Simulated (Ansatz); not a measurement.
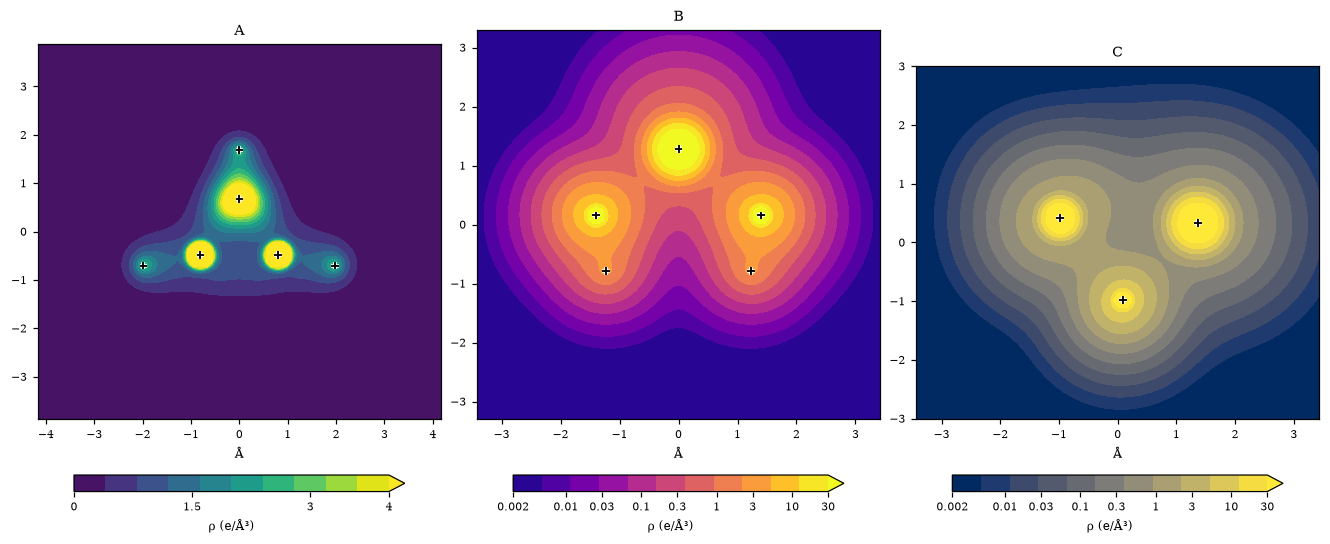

The total electron density of 3 systems, each on a plane through atoms (crosses mark nuclei in the plane).

These are results of isolated molecule in a Gaussian basis; Kohn-Sham density functional theory, functional PBE0 in Ansatz 0.2.0, not measurements.

System 1: B₂H₃N, the molecular plane. Geometry: r2SCAN-D4/def2-SVP.

```yaml
atoms:
  - { symbol: B, position_ang: [-0.4969, -0.5981, -0.1951] }
  - { symbol: B, position_ang: [0.5227, -0.0698, 0.9336] }
  - { symbol: N, position_ang: [0.8437, -1.0060, -0.0666] }
  - { symbol: H, position_ang: [1.5781, -1.6000, -0.4519] }
  - { symbol: H, position_ang: [-1.4000, -0.8570, -0.9379] }
  - { symbol: H, position_ang: [1.1106, 0.4440, 1.8418] }
```

System 2: GeO₂S (SMILES O=[S]1#[Ge][O]1), the plane of atoms Ge1, O3 and S4. Geometry: PBE0-D3(BJ)/pcseg-1.

```yaml
atoms:
  - { symbol: Ge, position_ang: [0.0281, 1.5980, -0.2450] }
  - { symbol: O, position_ang: [-0.2453, -1.3619, 0.7347] }
  - { symbol: O, position_ang: [-0.7602, 0.3050, -1.2788] }
  - { symbol: S, position_ang: [0.4083, -0.7061, -0.4424] }
```

System 3: GeH₂O₂, the molecular plane. Geometry: PBE0-D4/def2-TZVP.

```tsv
atom	x (Å)	y (Å)	z (Å)
Ge	0.5481	1.1017	0.5655
O	-0.9080	0.2178	1.1150
O	1.1739	0.0402	-0.7327
H	0.6982	-0.7698	-0.9373
H	-1.1331	-0.6136	0.6879
```

Question: Match each panel to its system.

Answer: Panel A is system 1, B₂H₃N: the plane holds B, N and H. B–N (1.41 Å): ρ is about 1.8 e/Å³ halfway. Panel B is system 3, GeH₂O₂: the plane holds Ge, O and H. Ge–O (1.79 Å): ρ at the midpoint is about 0.95 e/Å³. Panel C is system 2, GeO₂S: the plane holds Ge, O and S. Ge–O (1.83 Å): ρ at the midpoint is about 0.89 e/Å³.
